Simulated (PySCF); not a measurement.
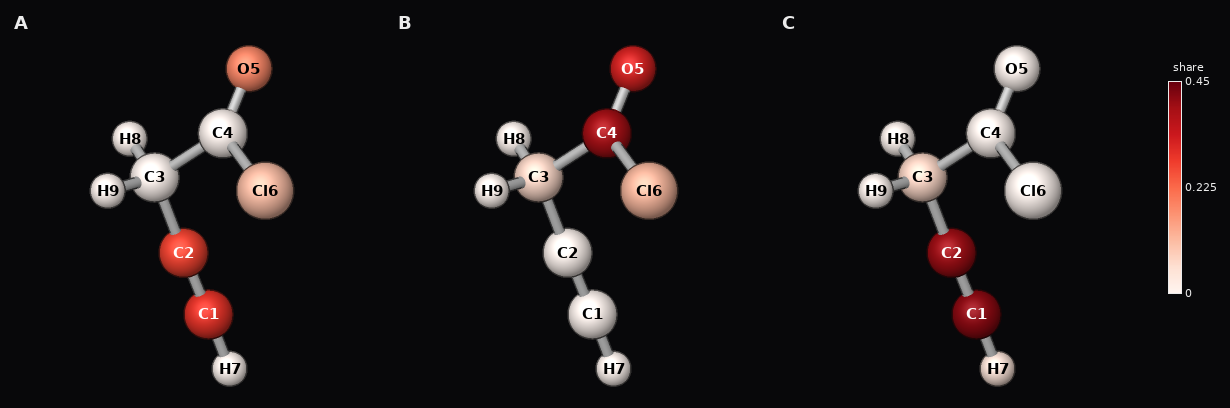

Each panel colours the atoms by their Löwdin share in one orbital (up to four of the largest shares; other atoms are shown as zero). The geometry was computed by an optimisation with GFN2-xTB. No frequency run is at hand to confirm it as a minimum. Method: B3LYP/def2-SVPD (PySCF 2.14.0).

> The panels show the HOMO−1, HOMO, LUMO, in some order. Which is which?

A: HOMO, −8.07 eV; C1 0.29, C2 0.27, O5 0.18, Cl6 0.11
B: LUMO, −1.74 eV; C4 0.39, O5 0.32, Cl6 0.11, C3 0.07
C: HOMO−1, −8.20 eV; C1 0.41, C2 0.40, C3 0.07, H7 0.04
